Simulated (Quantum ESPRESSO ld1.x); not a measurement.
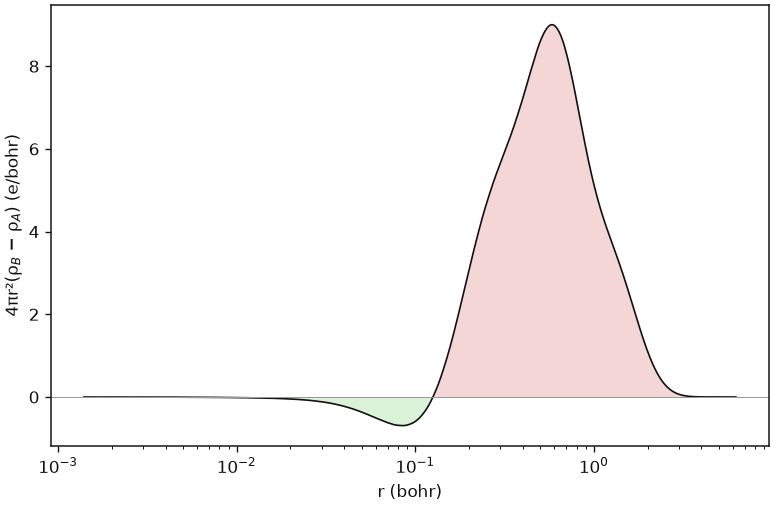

Two charge states of krypton were computed: Kr¹⁴⁺ in [Ar] 3d4 (high spin); Kr⁵⁺ in [Ar] 3d10 4s2 4p1 (high spin). The calculation used Quantum ESPRESSO ld1.x 7.5 at this level: non-relativistic Kohn-Sham, LDA (Slater exchange, Perdew-Zunger correlation), spin-polarised, spherical densities, point nucleus.

The plot shows the radial density of run B less that of run A; on the logarithmic r axis, areas aren't charges.

Q: Assign A and B and describe the change of the density.

Answer: A is Kr¹⁴⁺ in [Ar] 3d4 (high spin); B is Kr⁵⁺ in [Ar] 3d10 4s2 4p1 (high spin). B holds 9.0 electrons more than A where the difference is positive (most at r = 0.58 bohr) and hardly less anywhere, a net change of +9. The energy of B less that of A is −2322 eV.
